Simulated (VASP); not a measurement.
# Ta: Ta into a neighbouring Ta vacancy, part 2 of 5

Aim: the barrier for one hop in Ta: Ta into a neighbouring Ta vacancy.

VASP 6.6.1; PBEsol; plane waves and PAW (Ta).

So far. Step 2 (Relax the host): The run ended after 3 ionic steps, 0.013 eV below its first step, once forces and stress met EDIFFG = -0.02.

## 3. Relax the start

System of this step: Ta. The cell holds 53 atoms: 53 Ta. Its edges and angles: a = 9.823 Å, b = 9.823 Å, c = 9.823 Å, α = 90.0°, β = 90.0°, γ = 90.0°. It derives from Ta. Nearest the centre at fractional (0.083, 0.083, 0.083): Ta5 at 1.40 Å, Ta11 at 2.67 Å, Ta1 at 2.71 Å, Ta4 at 2.72 Å, Ta3 at 2.73 Å, Ta28 at 2.74 Å, Ta33 at 2.74 Å, Ta37 at 3.54 Å.

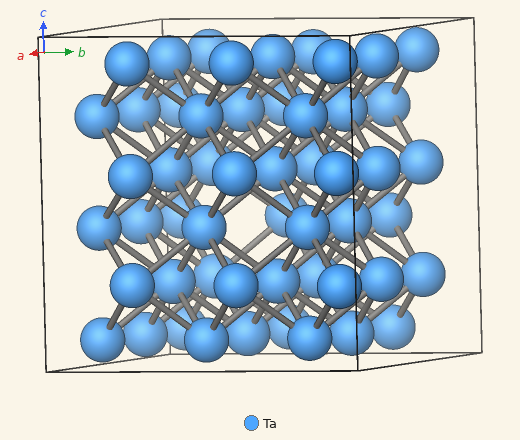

The cell of this step (tantalum blue).

A path needs two true minima; the start is relaxed with symmetry off.

INCAR

```
SYSTEM = Ta
PREC = Normal
ENCUT = 280
EDIFF = 1E-05
NELM = 120
ISMEAR = 1
SIGMA = 0.15
LREAL = Auto
ALGO = Fast
GGA = PS
NBANDS = 174
LASPH = .TRUE.
LORBIT = 11
LWAVE = .FALSE.
LCHARG = .FALSE.
KPAR = 6
IBRION = 2
NSW = 60
ISIF = 2
EDIFFG = -0.05
POTIM = 0.4
MAXMIX = 40
ISYM = 0
```

POSCAR

```
Ta
1.0
    9.8227434096      0.0000000000      0.0000000000
    0.0000000000      9.8227434096      0.0000000000
    0.0000000000      0.0000000000      9.8227434096
Ta
53
Direct
    0.3340369742      0.0016728894      0.0006728000
    0.6640133199      0.0018433870      0.0009088593
   -0.0010932857      0.3345165427      0.0007423026
    0.0005988805      0.0000578703      0.3344464907
    0.1651671791      0.1663349672      0.1656850279
    0.3345526387      0.3334142111     -0.0005954686
    0.3317412965     -0.0005236668      0.3333499115
    0.4994388474      0.1693014985      0.1687164491
    0.6611464930      0.3294871303     -0.0003558519
    0.6658070486      0.0004349966      0.3337758205
    0.8376454458      0.1644024912      0.1658978285
    0.0041592690      0.6679834129      0.0013500574
   -0.0010465638      0.3299777022      0.3336743068
    0.1668886293      0.4975009995      0.1652755550
    0.3331866458      0.6647430664     -0.0002000866
    0.0001944121      0.0000724568      0.6656358108
    0.1678755918      0.1684811638      0.5006532764
    0.3316673421      0.3348230440      0.3323123558
    0.5017900511      0.4978177432      0.1685286052
    0.6666258157      0.6641241003     -0.0006391279
    0.3334434905      0.0005554280      0.6646668422
    0.4977452876      0.1670730390      0.4990496553
    0.6671461776      0.3348797842      0.3299762521
    0.8338512907      0.5024934927      0.1660608750
    0.6650157744      0.0015316369      0.6671827069
    0.8351574328      0.1659637761      0.4969828831
   -0.0002239919      0.6657589200      0.3349119632
    0.1670609208      0.8300127758      0.1642332058
    0.0017994750      0.3347173968      0.6653630729
    0.1666645313      0.5009072283      0.5009537139
    0.3351174422      0.6671888948      0.3331402542
    0.4994729618      0.8354829218      0.1620837224
    0.1663843518      0.1667338579      0.8304311930
    0.3340109721      0.3320072659      0.6684226828
    0.4997442831      0.5013624569      0.5024816766
    0.6674463462      0.6648836187      0.3302500427
    0.8369033830      0.8331067323      0.1652646858
    0.5002937206      0.1662769358      0.8350683725
    0.6667357476      0.3333613287      0.6652117173
    0.8342894167      0.4978949532      0.5013558115
    0.8364362088      0.1635622671      0.8283118660
    0.0012560213      0.6718544187      0.6646286926
    0.1641201363      0.8345325277      0.4982882143
    0.1656363527      0.4992912011      0.8344165380
    0.3325081008      0.6672324615      0.6663072289
    0.4982801727      0.8326821379      0.4980648997
    0.5000132651      0.4977117060      0.8311081008
    0.6696331736      0.6665583788      0.6665569173
    0.8343748680      0.8324764301      0.4995346812
    0.8341989748      0.5005750244      0.8309728996
    0.1683634281      0.8321311540      0.8311830604
    0.4981665508      0.8325381474      0.8366466648
    0.8309398352      0.8336592624      0.8289805282
```

KPOINTS

```
Automatic mesh
0
Monkhorst-Pack
2 2 2
0 0 0
```

PAW data sets: Ta (PBE family, release 64).

Command:

```
mpirun -np 6 vasp_std
```

What it wrote:

```text
[banner, memory and clock lines left out]
running    6 mpi-ranks, on    1 nodes
 distrk:  each k-point on    1 cores,    6 groups
 distr:  one band on    1 cores,    1 groups

 POSCAR found type information on POSCAR Ta
 POSCAR found :  1 types and      53 ions
 [... a notice as in an earlier step ...]

 [... a notice as in an earlier step ...]

 LDA part: xc-table for (Slater+PW92), standard interpolation
 POSCAR, INCAR and KPOINTS ok, starting setup
 FFT: planning ... GRIDC
 FFT: planning ... GRID_SOFT
 FFT: planning ... GRID
 WAVECAR not read
 entering main loop
       N       E                     dE             d eps       ncg     rms          rms(c)
DAV:   1     0.188878041409E+03    0.18888E+03   -0.73781E+04  1400   0.781E+02
DAV:   2    -0.613873021604E+03   -0.80275E+03   -0.76258E+03  1656   0.155E+02
DAV:   3    -0.689448577701E+03   -0.75576E+02   -0.66368E+02  1968   0.386E+01
DAV:   4    -0.693334377852E+03   -0.38858E+01   -0.37625E+01  1960   0.952E+00
DAV:   5    -0.693461983441E+03   -0.12761E+00   -0.12682E+00  2144   0.172E+00    0.112E+02
RMM:   6    -0.675492958912E+03    0.17969E+02   -0.25175E+01  1398   0.774E+00    0.565E+01
RMM:   7    -0.683186335095E+03   -0.76934E+01   -0.59443E+01  1713   0.961E+00    0.208E+01
RMM:   8    -0.664218848853E+03    0.18967E+02   -0.25505E+01  1425   0.664E+00    0.266E+00
RMM:   9    -0.665008738612E+03   -0.78989E+00   -0.97449E+00  1818   0.363E+00    0.234E+00
RMM:  10    -0.664844648350E+03    0.16409E+00   -0.62043E-01  1595   0.121E+00    0.147E+00
RMM:  11    -0.664807996473E+03    0.36652E-01   -0.16883E-01  1694   0.516E-01    0.895E-01
RMM:  12    -0.664802402700E+03    0.55938E-02   -0.11346E-01  1737   0.399E-01    0.430E-01
RMM:  13    -0.664799217074E+03    0.31856E-02   -0.20519E-02  1569   0.199E-01    0.284E-01
RMM:  14    -0.664797143623E+03    0.20735E-02   -0.91398E-03  1731   0.117E-01    0.135E-01
RMM:  15    -0.664797008024E+03    0.13560E-03   -0.33616E-03  1751   0.671E-02    0.823E-02
RMM:  16    -0.664796925506E+03    0.82518E-04   -0.66031E-04  1771   0.327E-02    0.468E-02
RMM:  17    -0.664796910171E+03    0.15335E-04   -0.30174E-04  1733   0.204E-02    0.171E-02
RMM:  18    -0.664796907558E+03    0.26127E-05   -0.50901E-05  1186   0.100E-02
   1 F= -.66479691E+03 E0= -.66479957E+03  d E =-.664797E+03
 curvature:   0.00 expect dE= 0.000E+00 dE for cont linesearch  0.000E+00
 trial: gam= 0.00000 g(F)=  0.309E+00 g(S)=  0.000E+00 ort = 0.000E+00 (trialstep = 0.100E+01)
 search vector abs. value=  0.309E+00
 bond charge predicted
       N       E                     dE             d eps       ncg     rms          rms(c)
DAV:   1    -0.665047220376E+03   -0.25031E+00   -0.22153E+01  1456   0.890E+00    0.120E+00
RMM:   2    -0.665049193470E+03   -0.19731E-02   -0.27700E-01  1499   0.887E-01    0.524E-01
RMM:   3    -0.665052435117E+03   -0.32416E-02   -0.10527E-01  1736   0.409E-01    0.428E-01
RMM:   4    -0.665050125245E+03    0.23099E-02   -0.23126E-02  1621   0.208E-01    0.224E-01
RMM:   5    -0.665050410673E+03   -0.28543E-03   -0.10209E-02  1819   0.121E-01    0.134E-01
RMM:   6    -0.665050009048E+03    0.40162E-03   -0.17452E-03  1601   0.549E-02    0.680E-02
RMM:   7    -0.665050030150E+03   -0.21102E-04   -0.95956E-04  1885   0.346E-02    0.374E-02
RMM:   8    -0.665050027426E+03    0.27234E-05   -0.13860E-04  1614   0.154E-02    0.200E-02
RMM:   9    -0.665050026512E+03    0.91444E-06   -0.44528E-05  1111   0.903E-03
   2 F= -.66505003E+03 E0= -.66505559E+03  d E =-.253119E+00
[...]
3 F= -.66522884E+03 E0= -.66524129E+03  d E =-.431934E+00
[...]
4 F= -.66538415E+03 E0= -.66540549E+03  d E =-.155308E+00
[...]
5 F= -.66554048E+03 E0= -.66557604E+03  d E =-.311637E+00
[...]
6 F= -.66554159E+03 E0= -.66557803E+03  d E =-.312750E+00
[...]
7 F= -.66557810E+03 E0= -.66561472E+03  d E =-.365057E-01
[...]
8 F= -.66557847E+03 E0= -.66561506E+03  d E =-.368751E-01
 curvature:  -1.15 expect dE=-0.351E-02 dE for cont linesearch -0.174E-07
 trial: gam= 0.05593 g(F)=  0.306E-02 g(S)=  0.000E+00 ort =-0.235E-04 (trialstep = 0.198E+01)
 search vector abs. value=  0.317E-02
 bond charge predicted
       N       E                     dE             d eps       ncg     rms          rms(c)
DAV:   1    -0.665582021056E+03   -0.35592E-02   -0.87355E-01  1440   0.178E+00    0.217E-01
RMM:   2    -0.665582086969E+03   -0.65913E-04   -0.90259E-03  1542   0.163E-01    0.896E-02
RMM:   3    -0.665582263457E+03   -0.17649E-03   -0.34106E-03  1815   0.710E-02    0.621E-02
RMM:   4    -0.665582223765E+03    0.39692E-04   -0.58632E-04  1660   0.329E-02    0.283E-02
RMM:   5    -0.665582228979E+03   -0.52141E-05   -0.22413E-04  1852   0.184E-02    0.169E-02
RMM:   6    -0.665582223836E+03    0.51431E-05   -0.27726E-05   951   0.792E-03
   9 F= -.66558222E+03 E0= -.66561844E+03  d E =-.375772E-02
 trial-energy change:   -0.003758  1 .order   -0.003699   -0.006058   -0.001339
 step:   2.4963(harm=  2.5450)  dis= 0.00572  next Energy=  -665.582398 (dE=-0.393E-02)
 reached required accuracy - stopping structural energy minimisation
```

Run time: 4.1 min. Hardware: 6 MPI ranks of Intel Xeon 6975P-C (Granite Rapids), shared host; peak memory 2.5 GiB.

Parts of OUTCAR (step 3):

```text
 Found      4 irreducible k-points:

   k-points           NKPTS =      4   k-points in BZ     NKDIM =      4   number of bands    NBANDS=    174

   dimension x,y,z NGX =    40 NGY =   40 NGZ =   40
   dimension x,y,z NGXF=    80 NGYF=   80 NGZF=   80

   ENCUT  =  280.0 eV  20.58 Ry    4.54 a.u.  13.40 13.40 13.40*2*pi/ulx,y,z

   NELECT =     265.0000    total number of electrons

 E-fermi :   5.6863

 k-point     1 :       0.2500    0.2500    0.2500
  band No.  band energies     occupation
    ...
    129       5.5548      2.01425
    130       5.5922      1.86399
    131       5.5926      1.86189
    132       5.6319      1.57136
    133       5.6489      1.40864
    134       5.7719      0.18726
    135       5.7726      0.18298
    136       5.8454     -0.06059
    137       5.8531     -0.06633
    138       5.8537     -0.06667
    ...

 k-point     2 :      -0.2500    0.2500    0.2500
  band No.  band energies     occupation
    ...
    129       5.5550      2.01382
    130       5.5926      1.86172
    131       5.5931      1.85902
    132       5.6317      1.57307
    133       5.6494      1.40346
    134       5.7720      0.18681
    135       5.7724      0.18439
    136       5.8455     -0.06071
    137       5.8530     -0.06631
    138       5.8535     -0.06660
    ...

  Total       -7.6977257     -7.6981119     -7.7214735     -0.0248327      0.0311549      0.0462952
  in kB      -13.0129156    -13.0135685    -13.0530611     -0.0419794      0.0526671      0.0782614
  external PRESSURE =     -13.0265151 kB  Pullay stress =       0.0000000 kB

  energy-cutoff  :      280.00
  volume of cell :      947.76
      direct lattice vectors                 reciprocal lattice vectors
     9.822743410  0.000000000  0.000000000     0.101804553  0.000000000  0.000000000
     0.000000000  9.822743410  0.000000000     0.000000000  0.101804553  0.000000000
     0.000000000  0.000000000  9.822743410     0.000000000  0.000000000  0.101804553

 POSITION                                       TOTAL-FORCE (eV/Angst)
 -----------------------------------------------------------------------------------
      3.37194      9.81958      9.81694        -0.008448      0.009848      0.000522
      6.45029      9.81989      9.81469         0.021472      0.010440      0.011447
      0.00287      3.37143      9.81618        -0.012013     -0.016549      0.004062
      0.00086      9.82040      3.36529         0.005138      0.004909     -0.005803
      1.55193      1.55030      1.54783         0.007192      0.004352     -0.007124
      3.24983      3.24885      9.81818         0.010609      0.001240     -0.006242
      3.25282      0.00073      3.24549        -0.002364     -0.014943     -0.001131
      4.91329      1.65842      1.65194        -0.007126      0.004229      0.019170
      6.57300      3.25063      9.81728        -0.000360     -0.009647     -0.005560
      6.57371      9.82246      3.24499        -0.002558     -0.006563     -0.002085
      8.27318      1.55055      1.54426        -0.006667      0.003398      0.003935
      9.82258      6.45064      9.81593         0.008098      0.006380      0.006238
      0.00158      3.25040      3.24543        -0.000142     -0.003817     -0.002483
      1.66228      4.91159      1.65402        -0.006198     -0.005421      0.006238
      3.25158      6.57334      9.81701         0.006728     -0.020037      0.000020
      0.00064      9.82150      6.44611         0.001809      0.002663      0.001054
      1.66115      1.65917      4.90476        -0.000737      0.002636      0.005825
      3.26194      3.25751      3.25282        -0.005200      0.002475      0.005386
      4.91338      4.90978      1.59419        -0.006917      0.008922      0.005345
      6.57441      6.57237      9.81793        -0.007489     -0.011324     -0.009476
      3.25031      0.00039      6.56650         0.011198     -0.013843     -0.003296
      4.91337      1.59902      4.90705        -0.006795      0.010495     -0.009927
      6.56465      3.25683      3.25280         0.000068      0.004394      0.002567
      8.16404      4.90907      1.65490         0.002101      0.011071     -0.005570
      6.57464      9.82226      6.56595        -0.016317     -0.005881     -0.002762
      8.16367      1.65892      4.90495         0.002621      0.003859      0.003931
      0.00171      6.57264      3.24355         0.000305     -0.015498      0.008651
      1.55386      8.26929      1.54754         0.001394     -0.002417     -0.003954
      9.82217      3.24946      6.56613         0.011866     -0.001222      0.000501
      1.60155      4.91025      4.90563         0.006570     -0.000937      0.001580
      3.26153      6.56002      3.25533         0.000594      0.008677     -0.009869
      4.91284      8.16048      1.65596        -0.003533      0.008272     -0.007088
      1.55067      1.54821      8.26714         0.008565      0.015244     -0.008533
      3.26108      3.25924      6.55626        -0.003364     -0.010180      0.006415
      4.91373      4.90853      4.90362        -0.005230      0.010071      0.011546
      6.56499      6.56216      3.25333         0.001995      0.000509     -0.002399
      8.27259      8.27345      1.54368         0.000479     -0.014205      0.008135
      4.91104      1.66010      8.15649         0.004939     -0.005260      0.000933
[...]
-----------------------------------------------------------------------------------
    total drift:                               -0.000904      0.000349     -0.000923

  FREE ENERGIE OF THE ION-ELECTRON SYSTEM (eV)
  ---------------------------------------------------
  free  energy   TOTEN  =      -665.5822238360 eV

  energy  without entropy=     -665.6908823104  energy(sigma->0) =     -665.61844333

 total charge
# of ion       s       p       d       tot
------------------------------------------
    1        0.713   0.762   3.480   4.955
    2        0.713   0.762   3.482   4.957
    3        0.713   0.762   3.481   4.956
    4        0.713   0.762   3.482   4.956
    5        0.686   0.693   3.324   4.703
    6        0.686   0.736   3.448   4.871
    7        0.686   0.736   3.448   4.870
    8        0.691   0.715   3.535   4.942
    9        0.686   0.736   3.450   4.873
   10        0.686   0.737   3.447   4.870
   11        0.686   0.694   3.321   4.701
   12        0.713   0.762   3.479   4.954
   13        0.686   0.736   3.449   4.871
   14        0.691   0.716   3.534   4.941
   15        0.686   0.736   3.448   4.870
   16        0.713   0.762   3.481   4.956
   17        0.691   0.716   3.534   4.941
   18        0.682   0.735   3.433   4.850
   19        0.686   0.753   3.417   4.857
   20        0.686   0.737   3.446   4.869
   21        0.686   0.736   3.448   4.870
   22        0.686   0.753   3.419   4.858
   23        0.682   0.734   3.435   4.852
   24        0.691   0.716   3.535   4.941
   25        0.686   0.736   3.448   4.871
   26        0.691   0.715   3.535   4.942
   27        0.686   0.736   3.447   4.870
   28        0.686   0.693   3.324   4.703
   29        0.686   0.736   3.446   4.868
   30        0.686   0.753   3.418   4.857
   31        0.682   0.734   3.436   4.852
   32        0.691   0.716   3.534   4.941
   33        0.686   0.693   3.322   4.701
   34        0.682   0.734   3.434   4.850
   35        0.673   0.714   3.432   4.819
   36        0.682   0.734   3.435   4.851
   37        0.686   0.693   3.323   4.702
[...]
--------------------------------------------------
tot         36.540  38.645 182.669 257.853

[... 1 part as in an earlier step ...]

[... 5 further parts left out ...]
```

The steps of the relaxation:

```
step  energy less that of the first step (eV)  largest force (eV/Å)
   1                                   0.0000                0.8478
   2                                  -0.2531                0.5542
   3                                  -0.4319                0.5023
   4                                  -0.5872                0.4352
   5                                  -0.7436                0.2339
   6                                  -0.7447                0.2404
   7                                  -0.7812                0.0938
   8                                  -0.7816                0.0824
   9                                  -0.7853                0.0265
```

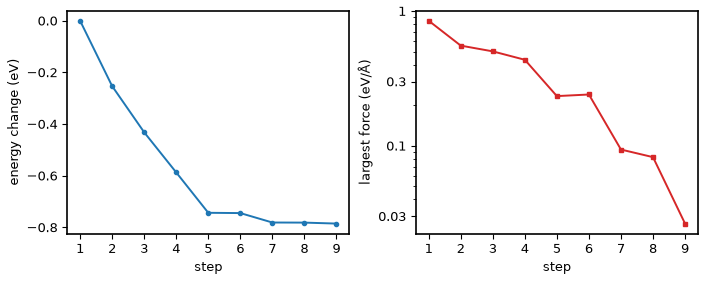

Energy and largest force along the relaxation.

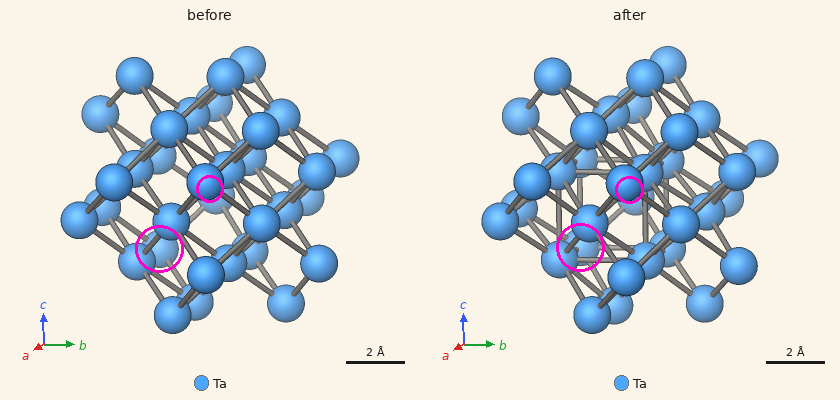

Before and after: the atoms that start within 5 Å of the centre. Ta53, which moves most, is ringed if it is among them. A ring with no atom in it marks the empty centre.

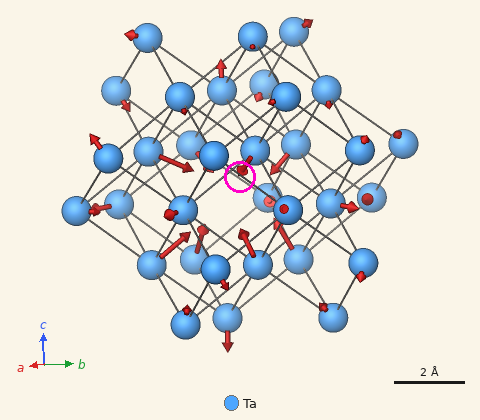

Displacements in the relaxation near the centre, exaggerated; the longest in the cell stands for 0.18 Å. A ring marks the centre wherever it is empty.

The atoms that moved most (Å):

| atom | dx | dy | dz | length |
| --- | --- | --- | --- | --- |
| Ta53 | 0.110 | 0.082 | 0.121 | 0.183 |
| Ta51 | -0.102 | 0.095 | 0.100 | 0.172 |
| Ta33 | -0.084 | -0.090 | 0.110 | 0.165 |
| Ta28 | -0.087 | 0.116 | -0.066 | 0.159 |
| Ta41 | 0.055 | -0.057 | 0.131 | 0.153 |
| Ta5 | -0.070 | -0.084 | -0.080 | 0.135 |
| Ta37 | 0.052 | 0.090 | -0.080 | 0.131 |
| Ta12 | -0.041 | -0.111 | -0.020 | 0.120 |

Numbers from this step:

```yaml
electronic_cycles: 75
electrons: 265
free_energy_toten: -665.5822 eV
energy_at_zero_smearing: -665.6184 eV
fermi_energy: 5.686 eV
```

The run ended after 9 ionic steps, 0.785 eV below its first step, once the forces on the free atoms met EDIFFG = -0.05.

[end of part 2 of 5]

[Lines on the potential files, build, host, timing and source positions are cut from VASP's logs without a mark.]

[Logs are printed without paths, hosts, clocks, repeated set-up lines and the standing remarks that a program may print on its own settings, such as how far it seeks lower states.]

[Hosts, paths, dates, database ids (printed as entryN), source tags and the programs' standing remarks are cut or masked in the printed files.]

[Runs that stopped without an error message from VASP are left out.]
